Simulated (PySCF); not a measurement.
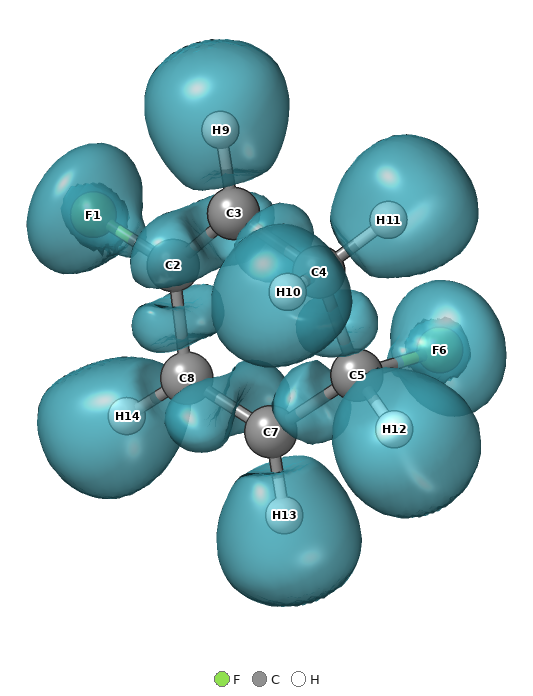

*C$_{6}$H$_{6}$F$_{2}$ (SMILES FC1=CC[C@H](F)C=C1). Isosurface of the ELF at 0.75 (cyan), seen at a tilt. Core shells and regions of very low density are left out.*

Geometry: GFN2-xTB.

All numbers below come from PySCF, PBE0/pcSseg-1, SCF density, gas phase, non-relativistic.

```xyz
14

F     2.8168    0.0946    0.5984
C     1.5065    0.0857    0.2709
C     0.7017    1.0763    0.6477
C    -0.7350    1.0764    0.2332
C    -1.2703   -0.3067   -0.1385
F    -1.7399   -0.9343    1.0188
C    -0.2428   -1.2092   -0.7588
C     1.0562   -1.0371   -0.5204
H     1.0694    1.9143    1.2175
H    -0.8495    1.7437   -0.6273
H    -1.3537    1.4751    1.0396
H    -2.1574   -0.2156   -0.7783
H    -0.6097   -2.0526   -1.3222
H     1.8069   -1.7109   -0.9028
```

Q: Identify the bonds, lone pairs and shells in this picture.

A: At this value the surface marks out six regions between bonded C–C atoms (shared pairs), six regions around hydrogen nuclei and two regions on F in which the atom's valence shell and bonds are merged. Along the contacts the grid gives the following. C–C (1.33 Å): the ELF peaks at about 0.95 between the atoms; a multiple bond. C–F (1.35 Å): the ELF peaks at about 0.85 between the atoms, as expected for a shared but strongly polarised pair.
